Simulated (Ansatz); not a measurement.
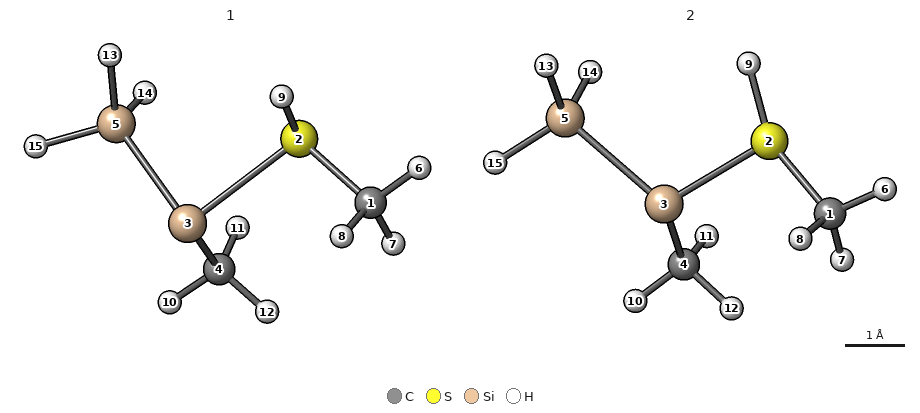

Two geometries of C$_{2}$H$_{10}$SSi$_{2}$, drawn at one scale. One is the start of a relaxation, the other its converged end. Style: ball-and-stick. Shown at a tilt.

These are results of RKS revPBE-D4/STO-3G in Ansatz, not measurements. (no spin polarisation; force threshold 0.02 eV/Å; at most 50 steps)

Question: Which of the two is the end point?

Answer: Structure 1 is the relaxed one. The run prepares an end point of a later path (hydrogen shift) calculation, from a guessed geometry. The atom that moves furthest after the best rigid fit is H9 (1.06 Å). Largest moves by element: H 1.06 Å, Si 0.54 Å, S 0.31 Å, C 0.20 Å. Some distances before and after: S2–Si3 2.170 → 2.411 Å, Si3–C4 1.810 → 1.948 Å, C1–S2 1.759 → 1.853 Å, C1–H7 1.062 → 1.107 Å. Bond angles that change, for instance: C1–S2–H9 147.1° → 94.6°, S2–Si3–Si5 110.7° → 87.9°, S2–Si3–C4 108.4° → 89.9°. After 16 geometry steps the energy has fallen by 90.8 kcal/mol. Largest force component: 5 eV/Å at the start, 0.012 eV/Å at the end.

Limits of the set-up: STO-3G is a minimal basis, so the numbers are rough.
